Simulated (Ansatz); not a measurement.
# HfCuGe2: a line through a two-coordinate scan

How does the energy of HfCuGe2 (P4/nmm, No. 129; 8 atoms in the cell) vary with lattice constant c, at lattice constant a (and b) = 4.019 Å?

Method: DFT PBEsol, scalar-relativistic, plane waves, PAW, in Ansatz 0.2.0.

17 further runs of the same task are left out: 17 set aside as unsound or not needed.

## (1) Starting point

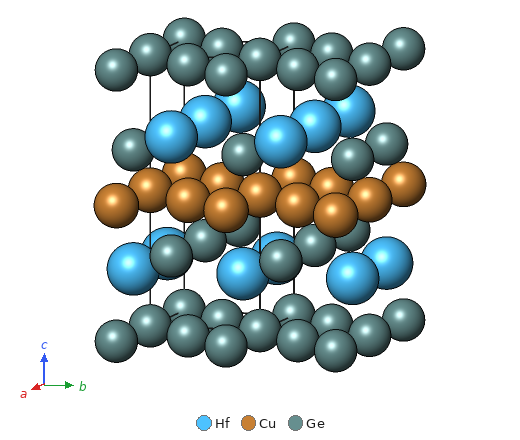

The starting structure, seen slightly off an axis (hafnium blue, copper orange, germanium teal). 2×2×1 cells are drawn. Atoms on the faces are drawn again on the opposite ones.

As a file:

```cif
data_structure
_symmetry_space_group_name_H-M 'P4/nmm:1'
_symmetry_Int_Tables_number 129
_cell_length_a 3.7560
_cell_length_b 3.7560
_cell_length_c 8.9640
_cell_angle_alpha 90.000
_cell_angle_beta 90.000
_cell_angle_gamma 90.000
_cell_volume 126.46
loop_
_atom_site_label
_atom_site_type_symbol
_atom_site_symmetry_multiplicity
_atom_site_Wyckoff_symbol
_atom_site_fract_x
_atom_site_fract_y
_atom_site_fract_z
_atom_site_occupancy
Hf1 Hf 2 c 0.00000 0.50000 0.76177 1
Cu1 Cu 2 b 0.50000 0.50000 0.50000 1
Ge1 Ge 2 a 0.50000 0.50000 0.00000 1
Ge2 Ge 2 c 0.00000 0.50000 0.32276 1
```

It goes back to an entry of the Materials Project, which need not be the stable form.

It is the result of an earlier relaxation at this level (volume 15.81 Å³/atom; gap on the mesh: none (metal)).

## (2) What is varied

The energy is mapped over the lattice constants a and c of the conventional cell.

First coordinate, lattice constant a (and b): 7 values from 3.493 to 4.019 Å. Second coordinate, lattice constant c: 7 values from 8.516 to 9.412 Å.

Nothing else is relaxed (fractional coordinates fixed). Energies count from the relaxed crystal. Points are written as (first, second).

## (3) Grid point (4.019 Å, 8.665 Å)

Input file input.yaml:

```yaml
crystal:
  lattice:
    - [4.0189, 0.0, 0.0]
    - [0.0, 4.0189, 0.0]
    - [0.0, 0.0, 8.6652]
  atoms:
    - { symbol: Hf, position: [0.0, 0.5, 0.7617715251] }
    - { symbol: Hf, position: [0.5, 0.0, 0.2382284749] }
    - { symbol: Cu, position: [0.5, 0.5, 0.5] }
    - { symbol: Cu, position: [0.0, 0.0, 0.5] }
    - { symbol: Ge, position: [0.5, 0.5, 0.0] }
    - { symbol: Ge, position: [0.0, 0.0, 0.0] }
    - { symbol: Ge, position: [0.0, 0.5, 0.3227609453] }
    - { symbol: Ge, position: [0.5, 0.0, 0.6772390547] }
basis:
  ecutwfc: 520.0
kpoints:
  mp_grid: { grid: [10, 10, 6] }
hamiltonian:
  xc: pbesol
scf:
  occupations: { method: gaussian, width: 0.15 }
output:
  forces: true
  stress: true
  eigenvalues: true
```

On the command line:

```console
$ ansatz run input.yaml --threads 4 --pin off --max-ram 8192MiB --backend cpu --events-out ev --progress --plain --runs-dir out
```

The program printed, cut to the lines that bear on the results:

```text
Warning: RAYON_NUM_THREADS=4 ignored (pool sized by the plan → 4); use --threads N
[...]
Pseudopotentials: kind: paw
Pseudopotential: Hf, paw, valence charge 26, recommended cutoff 420 eV (normal), Hf.paw.azcp
Pseudopotential: Cu, paw, valence charge 19, recommended cutoff 420 eV (normal), Cu.paw.azcp
Pseudopotential: Ge, paw, valence charge 14, recommended cutoff 420 eV (normal), Ge.paw.azcp
Functional definition: PBEsol
[...]
Crystal: 8 atoms, lattice volume = 139.956 Å³
Basis set: ecut = 520 eV, 3801 PW (Γ), exchange–correlation on 60×60×144 points (8 copies of the dense FFT grid, shifted against one another)
Bands: 88, of which v1, the nominal top of the filled ones, is band 73 counted from 1 (72 counted from 0)
Symmetry: 16 space group operations
Space group: P4/nmm (ITA 129), of the structure as read, at distance tolerance 5.2e-5 Å
k-points: 84 of 600
[...]
SCF iter   1: F=—  HF=-61390.644400 eV  |F-HF|=—  |Δ(HF+E_count)|=         —  Δρ=7.23e-3  dr2=9.37e-2  ethr=1.77e-3  ⟨swp⟩=5.0  Hψ=22396  notcnv=0  defer=42
[...]
SCF iter  10: F=-61390.624984 eV  HF=-61390.624984 eV  |F-HF|=7.76e-9  |Δ(HF+E_count)|=   4.45e-8  Δρ=3.51e-6  dr2=1.92e-8  ethr=6.85e-11  ⟨swp⟩=8.6  Hψ=31831  notcnv=0
[...]
SCF converged after 10 iterations
Free energy (F): -61390.624984 eV
[...]
E sigma→0 (E₀):  -61390.605309 eV
Entropy (-TS):   -0.039350 eV (-4.919 meV/atom)
Fermi energy:    14.941631 eV
[...]
--- Forces (eV/Å), atoms counted from 1 ---
  atom   1  Hf     0.00000000     0.00000000    -0.47755001
  atom   2  Hf     0.00000000     0.00000000     0.47755001
  atom   3  Cu     0.00000000     0.00000000     0.00000000
  atom   4  Cu     0.00000000     0.00000000     0.00000000
  atom   5  Ge     0.00000000     0.00000000     0.00000000
  atom   6  Ge     0.00000000     0.00000000    -0.00000000
  atom   7  Ge    -0.00000000     0.00000000     0.20566239
  atom   8  Ge     0.00000000     0.00000000    -0.20566239
[...]
--- Stress (GPa, compression-positive) ---
      -13.725227       0.000000       0.000000
        0.000000     -13.725227       0.000000
        0.000000       0.000000      -4.438016
  P = ⅓ Tr σ = -10.6295 GPa (-106.295 kbar)
--- Band table (eV; the first three rows and the last of 84) ---
[...]
```

Run time: 25 s. Hardware: 4 threads of Arm Neoverse V1, shared host; peak memory 1.3 GiB.

That is 100 meV/atom from the zero.

## (4) Grid point (4.019 Å, 8.815 Å)

input.yaml, as its differences from that of step 3:

```diff
@@ -4,3 +4,3 @@
     - [0.0, 4.0189, 0.0]
-    - [0.0, 0.0, 8.6652]
+    - [0.0, 0.0, 8.8146]
   atoms:
```

On the command line:

```console
$ ansatz run input.yaml --threads 4 --pin off --max-ram 8192MiB --backend cpu --events-out ev --progress --plain --runs-dir out
```

The program printed, cut to the lines that bear on the results:

```text
Warning: RAYON_NUM_THREADS=4 ignored (pool sized by the plan → 4); use --threads N
[...]
Pseudopotentials: kind: paw
Pseudopotential: Hf, paw, valence charge 26, recommended cutoff 420 eV (normal), Hf.paw.azcp
Pseudopotential: Cu, paw, valence charge 19, recommended cutoff 420 eV (normal), Cu.paw.azcp
Pseudopotential: Ge, paw, valence charge 14, recommended cutoff 420 eV (normal), Ge.paw.azcp
Functional definition: PBEsol
[...]
Crystal: 8 atoms, lattice volume = 142.370 Å³
Basis set: ecut = 520 eV, 3873 PW (Γ), exchange–correlation on 60×60×144 points (8 copies of the dense FFT grid, shifted against one another)
Bands: 88, of which v1, the nominal top of the filled ones, is band 73 counted from 1 (72 counted from 0)
Symmetry: 16 space group operations
Space group: P4/nmm (ITA 129), of the structure as read, at distance tolerance 5.2e-5 Å
k-points: 84 of 600
[...]
SCF converged after 10 iterations
Free energy (F): -61390.537163 eV
[...]
E sigma→0 (E₀):  -61390.517300 eV
Entropy (-TS):   -0.039726 eV (-4.966 meV/atom)
Fermi energy:    14.617747 eV
[...]
--- Forces (eV/Å), atoms counted from 1 ---
  atom   1  Hf     0.00000000     0.00000000    -0.34593950
  atom   2  Hf     0.00000000     0.00000000     0.34593950
  atom   3  Cu     0.00000000     0.00000000    -0.00000000
  atom   4  Cu     0.00000000     0.00000000     0.00000000
  atom   5  Ge     0.00000000     0.00000000    -0.00000000
  atom   6  Ge     0.00000000     0.00000000    -0.00000000
  atom   7  Ge     0.00000000     0.00000000     0.24074125
  atom   8  Ge     0.00000000     0.00000000    -0.24074125
[...]
--- Stress (GPa, compression-positive) ---
      -14.669926       0.000000       0.000000
        0.000000     -14.669926       0.000000
        0.000000       0.000000      -7.175890
  P = ⅓ Tr σ = -12.1719 GPa (-121.719 kbar)
--- Band table (eV; the first three rows and the last of 84) ---
[...]
```

Wall time 26 s (4 threads of Arm Neoverse V1, shared host); peak memory 1.3 GiB.

Energy on the map's scale: 111 meV/atom.

## (5) Grid point (4.019 Å, 8.964 Å)

input.yaml, as its differences from that of step 4:

```diff
@@ -4,3 +4,3 @@
     - [0.0, 4.0189, 0.0]
-    - [0.0, 0.0, 8.8146]
+    - [0.0, 0.0, 8.9639640118]
   atoms:
```

On the command line:

```console
$ ansatz run input.yaml --threads 4 --pin off --max-ram 8192MiB --backend cpu --events-out ev --progress --plain --runs-dir out
```

The program printed, cut to the lines that bear on the results:

```text
Warning: RAYON_NUM_THREADS=4 ignored (pool sized by the plan → 4); use --threads N
[...]
Pseudopotentials: kind: paw
Pseudopotential: Hf, paw, valence charge 26, recommended cutoff 420 eV (normal), Hf.paw.azcp
Pseudopotential: Cu, paw, valence charge 19, recommended cutoff 420 eV (normal), Cu.paw.azcp
Pseudopotential: Ge, paw, valence charge 14, recommended cutoff 420 eV (normal), Ge.paw.azcp
Functional definition: PBEsol
[...]
Crystal: 8 atoms, lattice volume = 144.782 Å³
Basis set: ecut = 520 eV, 3921 PW (Γ), exchange–correlation on 60×60×144 points (8 copies of the dense FFT grid, shifted against one another)
Bands: 88, of which v1, the nominal top of the filled ones, is band 73 counted from 1 (72 counted from 0)
Symmetry: 16 space group operations
Space group: P4/nmm (ITA 129), of the structure as read, at distance tolerance 5.3e-5 Å
k-points: 84 of 600
[...]
SCF converged after 10 iterations
Free energy (F): -61390.410318 eV
[...]
E sigma→0 (E₀):  -61390.390140 eV
Entropy (-TS):   -0.040356 eV (-5.045 meV/atom)
Fermi energy:    14.307438 eV
[...]
--- Forces (eV/Å), atoms counted from 1 ---
  atom   1  Hf     0.00000000     0.00000000    -0.23577694
  atom   2  Hf    -0.00000000     0.00000000     0.23577694
  atom   3  Cu     0.00000000     0.00000000     0.00000000
  atom   4  Cu    -0.00000000     0.00000000    -0.00000000
  atom   5  Ge    -0.00000000     0.00000000     0.00000000
  atom   6  Ge     0.00000000     0.00000000    -0.00000000
  atom   7  Ge    -0.00000000     0.00000000     0.27444409
  atom   8  Ge     0.00000000     0.00000000    -0.27444409
[...]
--- Stress (GPa, compression-positive) ---
      -15.472845      -0.000000      -0.000000
       -0.000000     -15.472845      -0.000000
       -0.000000      -0.000000      -9.625310
  P = ⅓ Tr σ = -13.5237 GPa (-135.237 kbar)
--- Band table (eV; the first three rows and the last of 84) ---
[...]
```

Wall time 25 s (4 threads of Arm Neoverse V1, shared host); peak memory 1.3 GiB.

On the map this point reads 127 meV/atom.

## (6) The run at (4.019 Å, 9.113 Å)

input.yaml, as its differences from that of step 5:

```diff
@@ -4,3 +4,3 @@
     - [0.0, 4.0189, 0.0]
-    - [0.0, 0.0, 8.9639640118]
+    - [0.0, 0.0, 9.1134]
   atoms:
@@ -26 +26,5 @@
   eigenvalues: true
+  write_density: true
+  write_potential: true
+  elf: true
+  volumetric_format: npy
```

On the command line:

```console
$ ansatz run input.yaml --threads 4 --pin off --max-ram 8192MiB --backend cpu --events-out ev --progress --plain --runs-dir out
```

The program printed, cut to the lines that bear on the results:

```text
[...]
SCF converged after 10 iterations
Free energy (F): -61390.248621 eV
[...]
E sigma→0 (E₀):  -61390.227989 eV
Entropy (-TS):   -0.041264 eV (-5.158 meV/atom)
Fermi energy:    14.008187 eV
[...]
--- Forces (eV/Å), atoms counted from 1 ---
  atom   1  Hf     0.00000000     0.00000000    -0.14544363
  atom   2  Hf     0.00000000     0.00000000     0.14544363
  atom   3  Cu     0.00000000     0.00000000     0.00000000
  atom   4  Cu     0.00000000     0.00000000    -0.00000000
  atom   5  Ge     0.00000000     0.00000000    -0.00000000
  atom   6  Ge     0.00000000     0.00000000    -0.00000000
  atom   7  Ge     0.00000000     0.00000000     0.30454323
  atom   8  Ge     0.00000000     0.00000000    -0.30454323
[...]
--- Stress (GPa, compression-positive) ---
      -16.158776       0.000000       0.000000
        0.000000     -16.158776       0.000000
        0.000000       0.000000     -11.795746
  P = ⅓ Tr σ = -14.7044 GPa (-147.044 kbar)
--- Band table (eV; the first three rows and the last of 84) ---
[...]
```

It took 35 s on 4 threads of Arm Neoverse V1, shared host; peak memory 1.4 GiB.

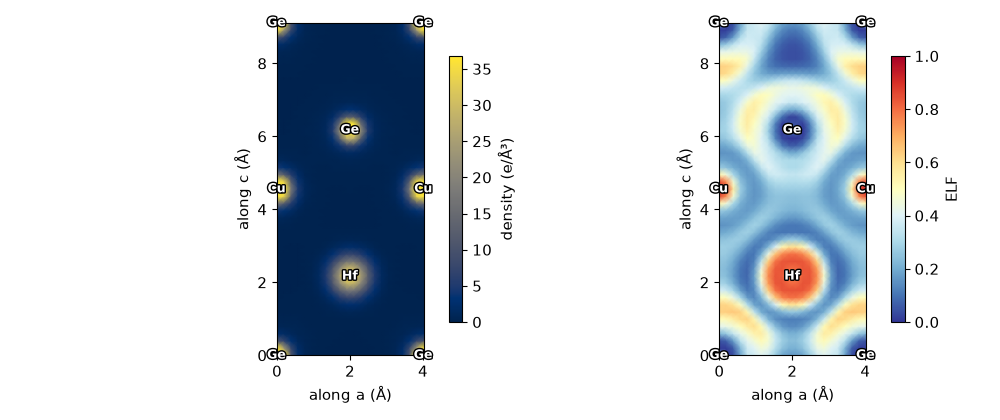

Density (left) and ELF (right) in a lattice plane of the grid's cell (edges 4.02 and 9.11 Å, at 0.000 of the third edge), which holds Hf and Cu and Ge. Only atoms in the plane are labelled; the density scale stops at 36.78 e/Å³. Both are smooth fields of the valence electrons: close to the nuclei they are not physical.

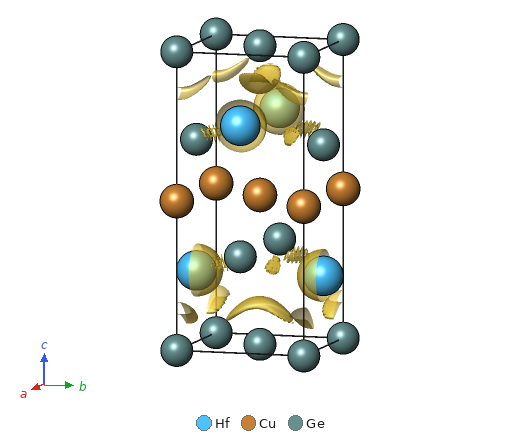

Surface of ELF = 0.58, drawn in one cell.

Maxima of ELF outside the ion cores: 0.65 beside Ge, off the lines to its neighbours, 1.2 Å from Ge; 0.64 on the Ge–Hf line, 1.3 Å from Ge.

Energy on the map's scale: 147 meV/atom.

## (7) Point (4.019 Å, 9.263 Å)

input.yaml, as its differences from that of step 6:

```diff
@@ -4,3 +4,3 @@
     - [0.0, 4.0189, 0.0]
-    - [0.0, 0.0, 9.1134]
+    - [0.0, 0.0, 9.2628]
   atoms:
@@ -26,5 +26 @@
   eigenvalues: true
-  write_density: true
-  write_potential: true
-  elf: true
-  volumetric_format: npy
```

On the command line:

```console
$ ansatz run input.yaml --threads 4 --pin off --max-ram 8192MiB --backend cpu --events-out ev --progress --plain --runs-dir out
```

The program printed, cut to the lines that bear on the results:

```text
[...]
SCF converged after 10 iterations
Free energy (F): -61390.056322 eV
[...]
E sigma→0 (E₀):  -61390.035314 eV
Entropy (-TS):   -0.042016 eV (-5.252 meV/atom)
Fermi energy:    13.717823 eV
[...]
--- Forces (eV/Å), atoms counted from 1 ---
  atom   1  Hf     0.00000000     0.00000000    -0.07203829
  atom   2  Hf     0.00000000     0.00000000     0.07203829
  atom   3  Cu     0.00000000     0.00000000     0.00000000
  atom   4  Cu     0.00000000     0.00000000    -0.00000000
  atom   5  Ge     0.00000000     0.00000000    -0.00000000
  atom   6  Ge     0.00000000     0.00000000     0.00000000
  atom   7  Ge     0.00000000     0.00000000     0.32921864
  atom   8  Ge     0.00000000     0.00000000    -0.32921864
[...]
--- Stress (GPa, compression-positive) ---
      -16.748309       0.000000       0.000000
        0.000000     -16.748309       0.000000
        0.000000       0.000000     -13.697940
  P = ⅓ Tr σ = -15.7315 GPa (-157.315 kbar)
--- Band table (eV; the first three rows and the last of 84) ---
[...]
```

Wall time 26 s (4 threads of Arm Neoverse V1, shared host); peak memory 1.4 GiB.

On the map this point reads 171 meV/atom.

## (8) The run at (4.019 Å, 9.412 Å)

input.yaml, as its differences from that of step 7:

```diff
@@ -4,3 +4,3 @@
     - [0.0, 4.0189, 0.0]
-    - [0.0, 0.0, 9.2628]
+    - [0.0, 0.0, 9.4122]
   atoms:
@@ -26 +26,5 @@
   eigenvalues: true
+  write_density: true
+  write_potential: true
+  elf: true
+  volumetric_format: npy
```

On the command line:

```console
$ ansatz run input.yaml --threads 4 --pin off --max-ram 8192MiB --backend cpu --events-out ev --progress --plain --runs-dir out
```

The program printed, cut to the lines that bear on the results:

```text
[...]
SCF converged after 10 iterations
Free energy (F): -61389.837215 eV
[...]
E sigma→0 (E₀):  -61389.816074 eV
Entropy (-TS):   -0.042282 eV (-5.285 meV/atom)
Fermi energy:    13.434779 eV
[...]
--- Forces (eV/Å), atoms counted from 1 ---
  atom   1  Hf     0.00000000     0.00000000    -0.01242433
  atom   2  Hf     0.00000000     0.00000000     0.01242433
  atom   3  Cu     0.00000000     0.00000000     0.00000000
  atom   4  Cu     0.00000000     0.00000000     0.00000000
  atom   5  Ge     0.00000000     0.00000000     0.00000000
  atom   6  Ge     0.00000000     0.00000000     0.00000000
  atom   7  Ge     0.00000000     0.00000000     0.34792863
  atom   8  Ge     0.00000000     0.00000000    -0.34792863
[...]
--- Stress (GPa, compression-positive) ---
      -17.252898       0.000000       0.000000
        0.000000     -17.252898       0.000000
        0.000000       0.000000     -15.360754
  P = ⅓ Tr σ = -16.6222 GPa (-166.222 kbar)
--- Band table (eV; the first three rows and the last of 84) ---
[...]
```

Run time: 36 s. Hardware: 4 threads of Arm Neoverse V1, shared host; peak memory 1.4 GiB.

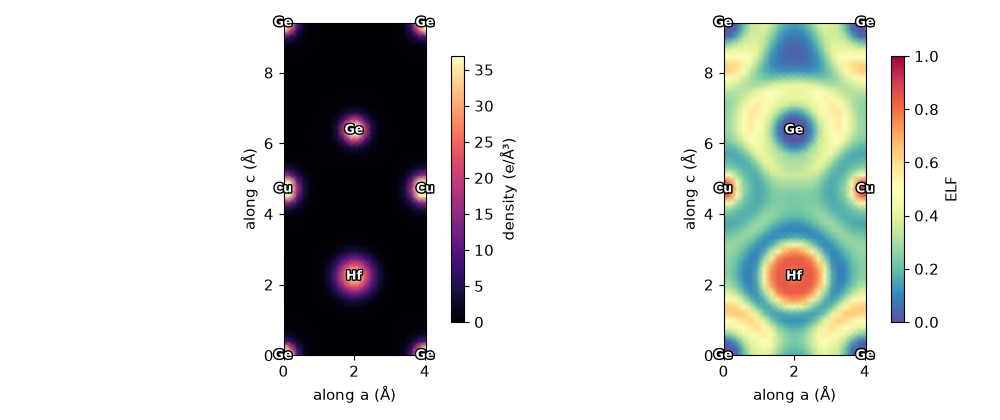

Density (left) and ELF (right) in a lattice plane of the grid's cell (edges 4.02 and 9.41 Å, at 0.000 of the third edge), which holds Hf and Cu and Ge. Only atoms in the plane are labelled; the density scale stops at 36.91 e/Å³. Both are smooth fields of the valence electrons: close to the nuclei they are not physical.

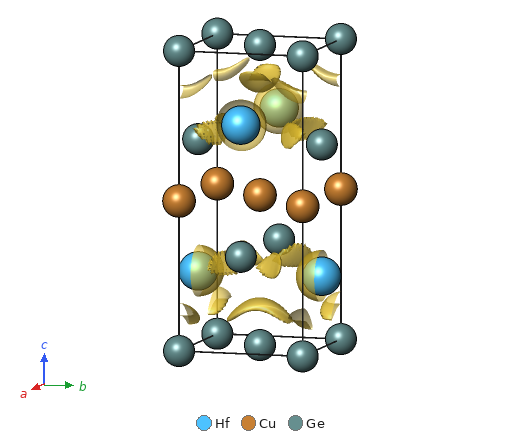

Surface of ELF = 0.58, drawn in one cell.

Maxima of ELF outside the ion cores: 0.65 on the Ge–Hf line, 1.2 Å from Ge; 0.64 beside Ge, off the lines to its neighbours, 1.4 Å from Ge.

That is 199 meV/atom from the zero.

## (9) Results

| lattice constant c (Å) | step | energy (meV/atom) | slope (meV/atom per Å) | pressure (GPa) | largest force on an atom (eV/Å) |
| --- | --- | --- | --- | --- | --- |
| 8.516 | – | 95 | 18 | −8.9 | 0.63 |
| 8.665 | 3 | 100 | 56 | −10.6 | 0.48 |
| 8.815 | 4 | 111 | 90 | −12.2 | 0.35 |
| 8.964 | 5 | 127 | 121 | −13.5 | 0.27 |
| 9.113 | 6 | 147 | 149 | −14.7 | 0.30 |
| 9.263 | 7 | 171 | 173 | −15.7 | 0.33 |
| 9.412 | 8 | 199 | 194 | −16.6 | 0.35 |

Energies count from the relaxed crystal. Rows without a step come from runs not printed here or follow by symmetry. Slopes come from the forces (and the stress, where the cell changes), not from differences of energies.

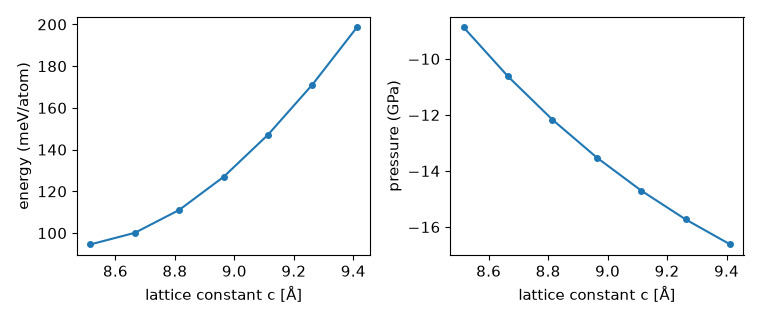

Energy and pressure along the line.

**Reading.** The energy is lowest at the end of the line, 8.516 Å, so the minimum along this coordinate may lie outside the range. The highest point computed, at 9.412 Å, lies 104 meV/atom above the lowest. This is one cut through a surface in two coordinates; the map's lowest point lies off it. A rigid map gives upper bounds: relaxing the other coordinates can only lower a point. The runs treat Hf without spin-orbit coupling.
